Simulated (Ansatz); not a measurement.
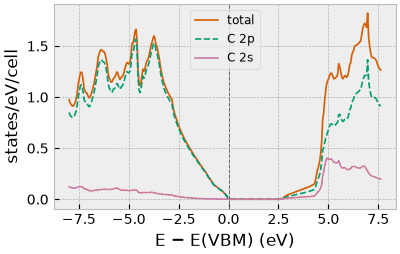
*Total and projected density of states of C in space group I4/mmm (No. 139; C on 8h), plane-wave PAW r²SCAN+D4 (Ansatz code)*

Question: Which orbitals carry the states next to the gap?

Answer: Top 1 eV of the valence band: C 2p 98 %. Bottom 1 eV of the conduction band: C 2p 60 %, C 2s 22 %, outside the projected shells 18 %. Projections are on Löwdin-orthogonalised atomic valence shells; empty p or d shells of many metals are not among them.

Question: Where is the tallest occupied peak in this window, and what makes it?

Answer: Near -4.6 eV, about 1.7 states/eV per cell; the largest projected share is C 2p.

The start of the workflow was typed in or built on a structure type; the Crystallography Open Database copy checked does not list it. It is not the phase usual at ambient conditions (space group No. 194, 227). Symmetry was held in the r²SCAN+D4 relaxation; its stability against distortions is not shown here.

Potentials: the later of the program's two PAW sets.
